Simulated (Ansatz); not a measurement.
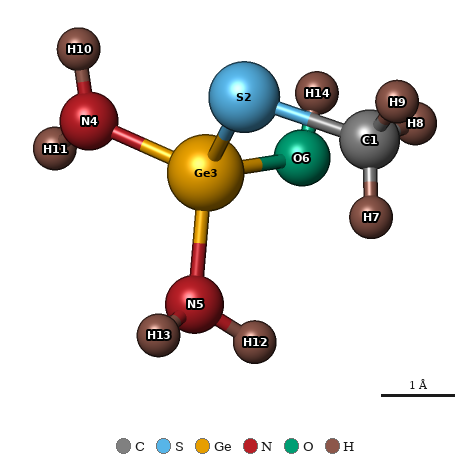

The input geometry (ball-and-stick view, seen at a tilt; atoms are numbered from 1 in the order of the input). Sticks mark near contacts. Bond lengths as drawn: C–H 1.08 Å, C–S 1.83 Å, Ge–N 1.81 Å, Ge–O 1.76 Å, Ge–S 2.23 Å, H–N 1.00 Å and H–O 0.94 Å.

## CH$_{8}$GeN$_{2}$OS: nudged elastic band (part 1 of 2)

- system: CH$_{8}$GeN$_{2}$OS, SMILES C[S][Ge]([NH2])([NH2])[OH]
- method: RHF/def2-mTZVP (Ansatz 0.2.0)

It belongs to a series of runs on one base structure; here: band between the two ends. Figures and captions count atoms from 1; the log counts them from 0 in places.

**Output**
```
Engine: ansatz 0.2.0, aarch64-unknown-linux-gnu
Functional definition: HF
  exchange = exact_x
  correlation = 0
1614 factors; integrals over basis functions are off by at most 5.5e-4 eV
mean field evaluation 1: about -73446.5911 eV, gradient 5.7e1 eV
mean field evaluation 2: about -73446.7581 eV, gradient 5.7e1 eV
mean field evaluation 4: about -73452.9551 eV, gradient 4.5e0 eV
mean field evaluation 8: about -73453.0187 eV, gradient 3.3e-1 eV
mean field -73453.01910614 eV, -2699.3486639060 hartree, gradient 2.0e-5 eV, S^2 0.000000; 0 other end points of the search recorded, 0 dependent functions left out
the calculation of the forces begins
reference -73453.01910614 eV, -2699.3486639060 hartree; 42, 42 occupied and 121, 121 virtual orbitals, 1614 factors
1614 factors; integrals over basis functions are off by at most 8.8e-4 eV
mean field evaluation 16: about -73451.0820 eV, gradient 3.4e1 eV
mean field -73453.01900441 eV, -2699.3486601676 hartree, gradient 2.0e-5 eV, S^2 0.000000; 0 other end points of the search recorded, 0 dependent functions left out
[... from here on the field's lines of each further geometry are left out, up to the last ...]
NEB iter   1: max|band force component| = 4.887e2 eV/Å  barrier→ = 120.9716 eV  barrier← = 120.9715 eV  Δτ_max = 0.2000 Å  (348 SCF iters)
NEB iter   2: max|band force component| = 9.693e1 eV/Å  barrier→ = 32.4652 eV  barrier← = 32.4650 eV  Δτ_max = 0.2000 Å  (264 SCF iters)
NEB iter   3: max|band force component| = 6.022e1 eV/Å  barrier→ = 22.1240 eV  barrier← = 22.1239 eV  Δτ_max = 0.2000 Å  (259 SCF iters)
NEB iter   4: max|band force component| = 1.694e1 eV/Å  barrier→ = 9.7426 eV  barrier← = 9.7425 eV  Δτ_max = 0.2000 Å  (251 SCF iters)
NEB iter   5: max|band force component| = 9.708e0 eV/Å  barrier→ = 4.9427 eV  barrier← = 4.9426 eV  Δτ_max = 0.1960 Å  (257 SCF iters)
NEB iter   6: max|band force component| = 4.965e0 eV/Å  barrier→ = 1.6195 eV  barrier← = 1.6194 eV  Δτ_max = 0.1998 Å  (257 SCF iters)
NEB iter   7: max|band force component| = 1.174e1 eV/Å  barrier→ = 3.2063 eV  barrier← = 3.2062 eV  Δτ_max = 0.0964 Å  (266 SCF iters)
NEB iter   8: max|band force component| = 4.866e0 eV/Å  barrier→ = 0.7953 eV  barrier← = 0.7952 eV  Δτ_max = 0.1219 Å  (251 SCF iters)
NEB iter   9: max|band force component| = 1.855e0 eV/Å  barrier→ = 0.1550 eV  barrier← = 0.1549 eV  Δτ_max = 0.0728 Å  (263 SCF iters)
NEB iter  10: max|band force component| = 5.368e-1 eV/Å  barrier→ = 0.0469 eV  barrier← = 0.0468 eV  Δτ_max = 0.0359 Å  (263 SCF iters)
NEB iter  11: max|band force component| = 1.470e-1 eV/Å  barrier→ = 0.0414 eV  barrier← = 0.0413 eV  CI = image 6  Δτ_max = 0.1215 Å  (264 SCF iters)
NEB iter  12: max|band force component| = 1.010e0 eV/Å  barrier→ = 0.0906 eV  barrier← = 0.0904 eV  CI = image 6  Δτ_max = 0.0617 Å  (261 SCF iters)
NEB iter  13: max|band force component| = 4.424e-1 eV/Å  barrier→ = 0.0466 eV  barrier← = 0.0465 eV  CI = image 6  Δτ_max = 0.1224 Å  (260 SCF iters)
NEB iter  14: max|band force component| = 1.444e-1 eV/Å  barrier→ = 0.0368 eV  barrier← = 0.0367 eV  CI = image 2  Δτ_max = 0.1690 Å  (254 SCF iters)
NEB iter  15: max|band force component| = 2.296e-1 eV/Å  barrier→ = 0.0370 eV  barrier← = 0.0369 eV  CI = image 6  Δτ_max = 0.0872 Å  (246 SCF iters)
the calculation of the forces begins
reference -73453.00129781 eV, -2699.3480094621 hartree; 42, 42 occupied and 121, 121 virtual orbitals, 1614 factors
1614 factors; integrals over basis functions are off by at most 8.7e-4 eV
mean field evaluation 1152: about -73451.0515 eV, gradient 3.4e1 eV
mean field -73452.98222508 eV, -2699.3473085522 hartree, gradient 1.9e-5 eV, S^2 0.000000; 1 other end points of the search recorded, 0 dependent functions left out
the calculation of the forces begins
reference -73452.98222508 eV, -2699.3473085522 hartree; 42, 42 occupied and 121, 121 virtual orbitals, 1614 factors
NEB iter  16: max|band force component| = 3.183e-2 eV/Å  barrier→ = 0.0369 eV  barrier← = 0.0368 eV  CI = image 6  Δτ_max = 0.0000 Å  (528 SCF iters)
```

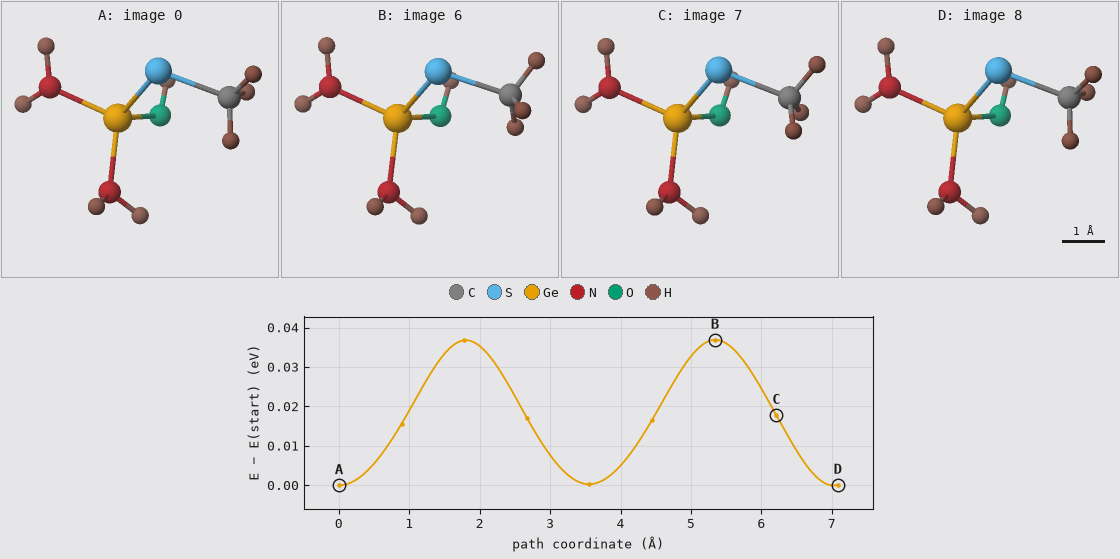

Images of the last band (counted from 0; ball-and-stick, seen at a tilt) above the energy along the path; the line is a cubic interpolation that uses the forces. The highest image is number 6, 0.037 eV above the start and 0.037 eV above the end (the climbing image); start and end have the same energy. The path is 7.08 Å long. The band converged in 16 iterations.

```
Total energy: -73452.98222508 eV, -2699.3473085522 hartree
Atom 0 at    -0.910062    -0.707192     2.152488 Å, force     0.000809     0.003827     0.011215 eV/Å
Atom 1 at     0.615275    -1.091428     1.199916 Å, force     0.001449     0.001142    -0.000722 eV/Å
Atom 2 at     0.340755     0.104755    -0.655559 Å, force     0.005706    -0.000638    -0.000421 eV/Å
Atom 3 at     1.662309    -0.484270    -1.735791 Å, force    -0.003456     0.000390     0.000189 eV/Å
Atom 4 at     0.445634     1.906494    -0.559928 Å, force     0.003031    -0.003010    -0.002584 eV/Å
Atom 5 at    -1.319401    -0.087809    -1.216594 Å, force    -0.008223    -0.000192    -0.000314 eV/Å
Atom 6 at    -1.494175    -1.606510     2.265303 Å, force     0.002071     0.003032    -0.002957 eV/Å
Atom 7 at    -0.621774    -0.343688     3.125888 Å, force    -0.004058    -0.003312    -0.003910 eV/Å
Atom 8 at    -1.510400     0.039883     1.658884 Å, force    -0.000228    -0.004467    -0.001194 eV/Å
Atom 9 at     1.831856    -1.463473    -1.819841 Å, force     0.000217    -0.000437    -0.000865 eV/Å
Atom 10 at     1.783960    -0.020994    -2.611594 Å, force     0.000754    -0.001076     0.000115 eV/Å
Atom 11 at    -0.409900     2.393710    -0.394807 Å, force     0.000383     0.001209     0.001028 eV/Å
Atom 12 at     1.185776     2.305584    -0.022720 Å, force    -0.001427     0.002554     0.001504 eV/Å
Atom 13 at    -1.612750    -0.974262    -1.356846 Å, force     0.002971     0.000978    -0.001084 eV/Å
Dipole moment:    -0.235264    -0.059308     0.037848 e Å
this run last wrote the band of iteration 16 to [file]
```

**The last band as extended XYZ (Å, eV, eV/Å)**
```
14
Properties=species:S:1:pos:R:3:forces:R:3 image=0 energy=-73453.01911
C    -0.8814   -0.6568    2.1607    0.0004  -0.0003  -0.0002
S     0.6148   -1.1126    1.2025    0.0004   0.0022  -0.0028
Ge    0.3271    0.0822   -0.6531    0.0056  -0.0034   0.0033
N     1.6460   -0.4937   -1.7442   -0.0019   0.0026   0.0008
N     0.4141    1.8845   -0.5462   -0.0033  -0.0032  -0.0008
O    -1.3304   -0.1300   -1.2160   -0.0057   0.0040  -0.0019
H    -0.8570    0.3847    2.4411   -0.0005   0.0000  -0.0003
H    -1.7797   -0.8627    1.6022   -0.0003   0.0003   0.0001
H    -0.8729   -1.2597    3.0552   -0.0001  -0.0003   0.0010
H     1.8360   -1.4698   -1.8201   -0.0002  -0.0019  -0.0002
H     1.7535   -0.0358   -2.6246    0.0005  -0.0001   0.0000
H    -0.4468    2.3622   -0.3809    0.0009  -0.0009  -0.0003
H     1.1493    2.2890   -0.0062    0.0000   0.0002   0.0001
H    -1.5853   -1.0108   -1.4416    0.0042   0.0008   0.0013
14
Properties=species:S:1:pos:R:3:forces:R:3 image=1 energy=-73453.00356
C    -0.9150   -0.7127    2.1377    0.0009   0.0004   0.0004
S     0.6245   -1.0895    1.2114    0.0008   0.0035   0.0017
Ge    0.3404    0.1055   -0.6439   -0.0007  -0.0002  -0.0001
N     1.6290   -0.5062   -1.7504    0.0021  -0.0008   0.0000
N     0.4870    1.9041   -0.5311   -0.0012   0.0000  -0.0010
O    -1.3302   -0.0490   -1.1853    0.0004  -0.0037   0.0009
H    -1.2004    0.3212    2.0251    0.0112   0.0101   0.0126
H    -1.7233   -1.3452    1.8094   -0.0056   0.0103  -0.0131
H    -0.7109   -0.9051    3.1791   -0.0026  -0.0158   0.0022
H     1.7797   -1.4875   -1.8441    0.0008  -0.0004   0.0011
H     1.7600   -0.0343   -2.6200   -0.0013  -0.0001  -0.0004
H    -0.3598    2.4091   -0.3741   -0.0031  -0.0014  -0.0022
H     1.2262    2.2794    0.0245   -0.0027   0.0012  -0.0016
H    -1.6203   -0.9189   -1.4095    0.0010  -0.0030  -0.0004
14
Properties=species:S:1:pos:R:3:forces:R:3 image=3 energy=-73453.00200
C    -0.9540   -0.7353    2.1184   -0.0069  -0.0029   0.0027
S     0.5175   -1.2184    1.1312    0.0022   0.0024  -0.0040
Ge    0.3452    0.1097   -0.6457   -0.0018  -0.0031  -0.0040
N     1.6362   -0.4996   -1.7510    0.0061  -0.0036   0.0038
N     0.5507    1.8943   -0.4536    0.0014   0.0037  -0.0031
O    -1.3184    0.0431   -1.2284    0.0026  -0.0032   0.0003
H    -1.7410   -0.3534    1.4886   -0.0090  -0.0160  -0.0063
H    -1.3096   -1.6197    2.6228    0.0075   0.0002   0.0162
H    -0.6822    0.0060    2.8526    0.0008   0.0158  -0.0122
H     1.7623   -1.4815   -1.8712   -0.0013  -0.0001  -0.0038
H     1.7882   -0.0083   -2.6063   -0.0030   0.0036  -0.0009
H    -0.2777    2.4197   -0.2683    0.0022   0.0013   0.0073
H     1.3106    2.2282    0.0998    0.0036  -0.0036   0.0066
H    -1.6407   -0.8138   -1.4601   -0.0043   0.0056  -0.0028
14
Properties=species:S:1:pos:R:3:forces:R:3 image=4 energy=-73453.01885
C    -0.9833   -0.7547    2.0877    0.0012  -0.0054   0.0023
S     0.4955   -1.2493    1.1214    0.0042   0.0098   0.0061
Ge    0.3501    0.1113   -0.6335   -0.0162  -0.0104   0.0110
N     1.6246   -0.5029   -1.7560   -0.0049   0.0007  -0.0086
N     0.5996    1.8839   -0.3846    0.0068  -0.0004  -0.0030
O    -1.3124    0.0970   -1.2228    0.0192  -0.0084  -0.0152
H    -1.8820   -0.8475    1.5002    0.0053   0.0028  -0.0025
H    -1.0395   -1.4240    2.9319   -0.0010   0.0000   0.0015
H    -0.8871    0.2569    2.4501    0.0007   0.0015  -0.0026
H     1.7241   -1.4842   -1.9040   -0.0008   0.0024   0.0035
H     1.7904    0.0077   -2.5974    0.0039   0.0045   0.0016
H    -0.2190    2.4281   -0.2107   -0.0046  -0.0035   0.0041
H     1.3491    2.1779    0.2047    0.0021  -0.0005   0.0016
H    -1.6229   -0.7294   -1.5581   -0.0159   0.0072   0.0002
14
Properties=species:S:1:pos:R:3:forces:R:3 image=5 energy=-73453.00252
C    -0.9703   -0.7589    2.0960    0.0288  -0.0044  -0.0235
S     0.5637   -1.1629    1.1699   -0.0075   0.0031   0.0140
Ge    0.3507    0.1161   -0.6382   -0.0265  -0.0004  -0.0102
N     1.6434   -0.4860   -1.7458    0.0003  -0.0033  -0.0057
N     0.5492    1.9026   -0.4495    0.0218   0.0079   0.0002
O    -1.3143    0.0326   -1.2140    0.0269  -0.0143   0.0072
H    -1.7948   -1.3591    1.7485   -0.0125   0.0071  -0.0121
H    -0.7788   -0.9796    3.1338   -0.0054  -0.0180   0.0125
H    -1.2223    0.2852    2.0032    0.0044   0.0173   0.0170
H     1.7692   -1.4669   -1.8749   -0.0019   0.0005   0.0051
H     1.7945    0.0122   -2.5976   -0.0010   0.0020   0.0028
H    -0.2778    2.4308   -0.2674   -0.0133  -0.0095  -0.0031
H     1.3053    2.2301    0.1136   -0.0059   0.0076  -0.0018
H    -1.6306   -0.8255   -1.4489   -0.0081   0.0044  -0.0026
```
